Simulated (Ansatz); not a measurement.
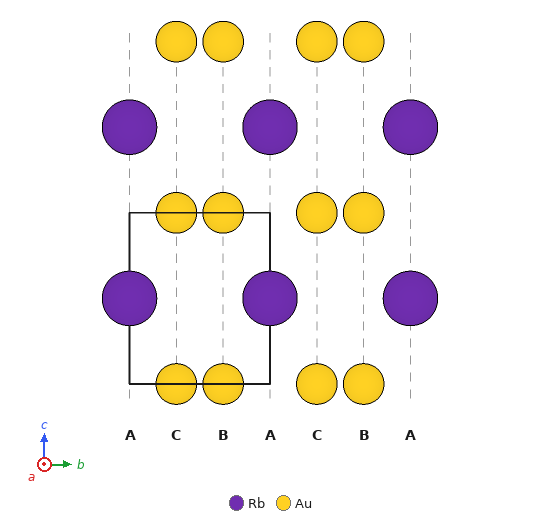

Projection along an edge of the hexagonal mesh, stacking direction c upwards. The dashed lines mark the three columns A (0, 0), B (1/3, 2/3) and C (2/3, 1/3). The sequence starts with the first layer at or above the cell's origin.

RbAu2 (space group P6/mmm, No. 191). Coordinates: the geometry relaxed with DFT PBE, scalar-relativistic, plane waves, PAW (Ansatz); the starting structure was generated, so it need not be a known form of this composition.

Question: Give the sequence of layers in one repeat, with element and column.

Answer: Au(B)+Au(C) – Rb(A) (two layers in 4.99 Å).
